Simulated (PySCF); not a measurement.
```csv
atom,x (Å),y (Å),z (Å)
F,1.6371,2.0811,0.5881
C,1.3757,1.1121,-0.3343
C,0.2709,0.1060,-0.2584
Si,-1.5353,-0.2868,-0.0406
C,1.5550,-0.2906,-0.1479
Cl,2.5927,-1.5634,0.1285
H,-1.8091,-0.4007,1.3941
H,-1.7727,-1.5579,-0.7217
H,-2.3007,0.8062,-0.6330
```

Geometry: GFN2-xTB.

Theory: PySCF, UKS B3LYP, pcH-1 on C Cl F H Si, non-relativistic, mean-field spin-orbit, GIAO.

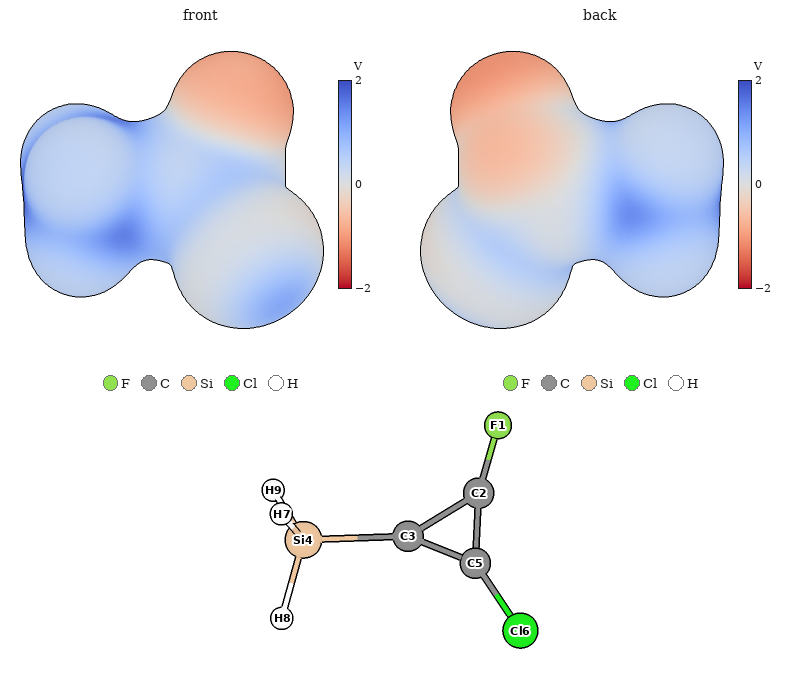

C₃H₃ClFSi (SMILES F[C]1C([SiH3])=C1Cl) (doublet). The electrostatic potential painted on the density surface at 0.002 e/bohr³, seen from the front and from behind; the colour scale runs from red (negative) to blue (positive). The bare structure is drawn below in the same view.

Question: Describe the electrostatic potential map.

Answer: The most negative region (about −1.0 V) lies over F1, the most positive (about +1.7 V) over Si4. Cl6 shows a σ-hole: about +1.0 V at the tip opposite its bond, against about 0.0 V on its flanks.
